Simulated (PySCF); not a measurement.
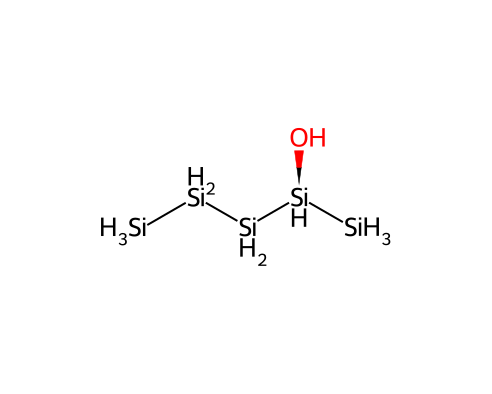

The drawing above gives the connectivity. The geometry was computed by an optimisation with GFN2-xTB. No frequency run is at hand to confirm it as a minimum.

What does the molecule look like in three dimensions?

Formula H12OSi5. As SMILES it reads `O[Si@@H]([SiH3])[SiH2][SiH2][SiH3]`. It has no ring. Among its groups: Si–H bond, Si–O bond. This geometry has C1 symmetry. Coordination: 1 O bent; 5 Si tetrahedral.

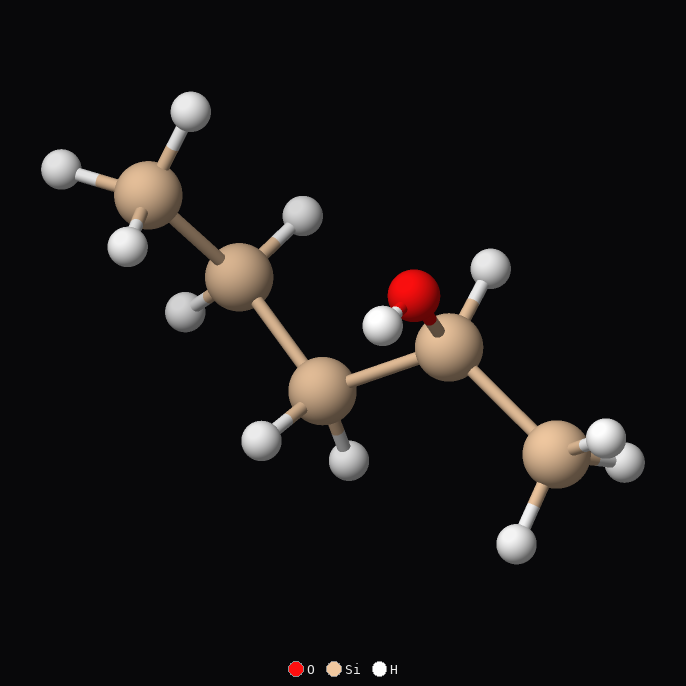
